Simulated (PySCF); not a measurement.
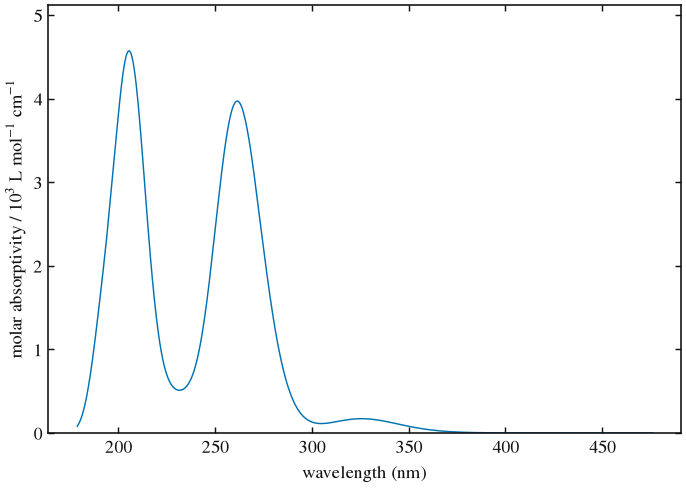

Vertical TDDFT excitations, CAM-B3LYP/def2-SVPD in PySCF 2.14.0, at a GFN2-xTB geometry (no frequency check), gas phase. The lowest 8 singlet states are shown; each is broadened by a Gaussian of 1/e half-width 0.30 eV.

Which molecule gives this spectrum?
A. C₄H₉AlN₂, SMILES CC#[N+][AlH2-]/[CH]=N\C, singlet
B. C₅H₅F, SMILES C#C/C=C/CF
C. C₂H₈AlNSSi, SMILES CC#[N+][AlH2-][S][SiH3], singlet
D. C₅H₅F, SMILES C#CC/C=C\F

Option A. Its lowest singlet lies at 3.80 eV (f = 0.003) and the brightest of those computed is S3 at 4.75 eV (261 nm), f = 0.071, mainly HOMO → LUMO+1 (61 %).

Note: the tight-binding geometry is rougher than a DFT one and adds to the error; one conformer of a flexible molecule; core orbitals are frozen in the response.
